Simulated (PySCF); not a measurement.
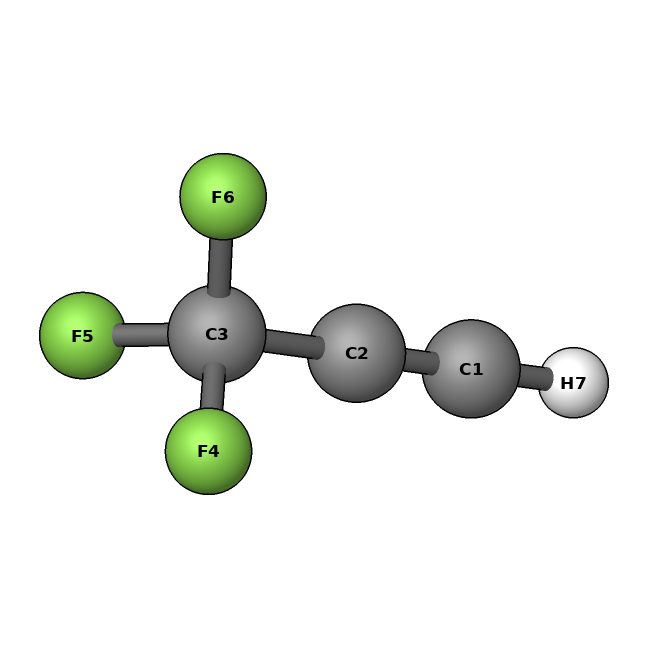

The computed structure is the end point of a PBE0-D3(BJ)/def2-SVP optimisation. No frequency run is at hand to confirm it as a minimum. Method: GIAO KT3/pcSseg-2 NMR shielding, non-relativistic, gas phase (PySCF 2.14.0). Principal shieldings σ11 ≤ σ22 ≤ σ33, span Ω = σ33 − σ11, skew κ = 3(σiso − σ22)/Ω.

### Which C atom has the most anisotropic shielding?

C2, with a span of 274 ppm.

Give the shielding tensors of the C atoms.

| atom | σ11 | σ22 | σ33 | σiso | Ω | κ |
| --- | --- | --- | --- | --- | --- | --- |
| C1 | 47.2 | 47.2 | 242.1 | 112.2 | 194.9 | 1.00 |
| C2 | 21.2 | 21.2 | 295.7 | 112.7 | 274.5 | 1.00 |
| C3 | 49.7 | 65.1 | 65.2 | 60.0 | 15.5 | −0.99 |

Shieldings and span in ppm.
